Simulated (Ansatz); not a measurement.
The starting structures come from a database of crystals and need not be the phases stable at ambient conditions.

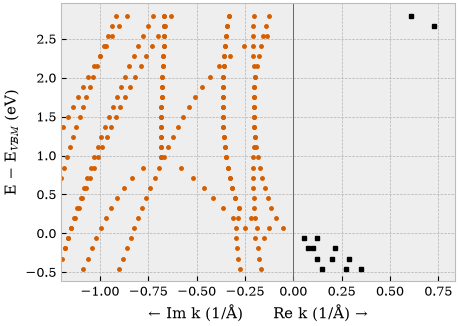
*Complex bands at the centre of the two-dimensional zone; Ansatz (a quantum-chemistry and plane-wave program) with r2SCAN*

The gap is the functional's own. No spin-orbit coupling. Mid-gap values are interpolated on the energy grid.

Q: This is BeTe (P6_3mc, wurtzite, not sure to be the ambient phase, 4 atoms a cell, 22.8 Å³ an atom) along the normal of (100). Read off the slowest decay at the centre of the two-dimensional zone at 1.24 eV, the computed energy nearest the middle of the gap.

A: κ ≈ 0.20 1/Å, a decay length 1/(2κ) of the density of 2.5 Å.
